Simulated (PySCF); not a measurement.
Input

```
{"job": {"kind": "uv", "xc": "CAM-B3LYP", "basis": "def2-SVPD", "ip": true, "nstates": 15}, "charge": 0, "multiplicity": 1}
Ge    -0.995450    -2.168471     0.278988
Si     1.116705    -1.181148    -0.216511
Ge     1.132619     1.076909     0.546206
Si    -0.654726     2.239897    -0.515643
H     -2.102312    -1.444775    -0.511960
H     -1.019892    -3.661568    -0.095182
H     -1.308380    -2.031275     1.781028
H      1.326457    -1.193645    -1.698811
H      2.216003    -1.971150     0.422045
H      0.928524     1.101475     2.074894
H      2.479830     1.755315     0.226058
H     -1.957239     1.653185    -0.073679
H     -0.640525     3.695564    -0.175984
H     -0.541054     2.085868    -1.998219
```

Command:

```sh
OMP_NUM_THREADS=1 python probes_run.py task.json out
```

Geometry: PBE0-D3(BJ)/def2-SVP.

These are results of CAM-B3LYP/def2-SVPD, SCF density, gas phase (PySCF 2.14.0), not measurements.

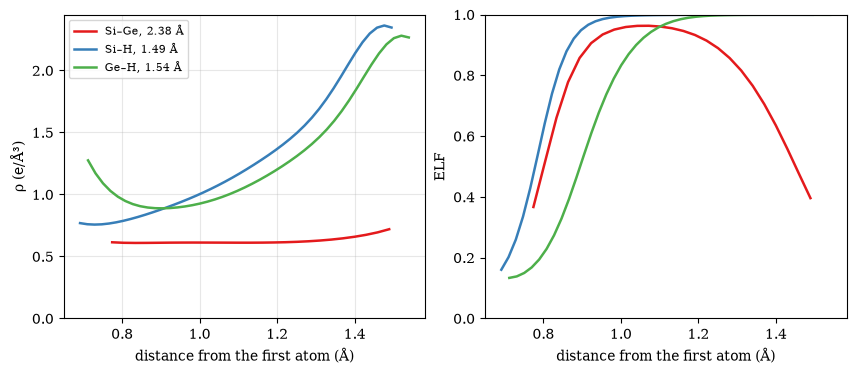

Ge2H10Si2 (n-GeSiGeSiH10). Electron density and ELF along straight lines between neighbouring atoms. The curves leave out the atomic cores.

**Compare the contacts.**

Si–Ge (2.38 Å): the density is about 0.61 e/Å³ at the midpoint; the ELF peaks at about 0.95 between the atoms, as expected for localised, covalent bonding.
Si–H (1.49 Å): the density is about 0.76 e/Å³ at the midpoint; the ELF climbs to about 1 towards the hydrogen, as it does in any bond to H.
Ge–H (1.54 Å): ρ is about 1 e/Å³ halfway; the ELF climbs to about 1 towards the hydrogen.
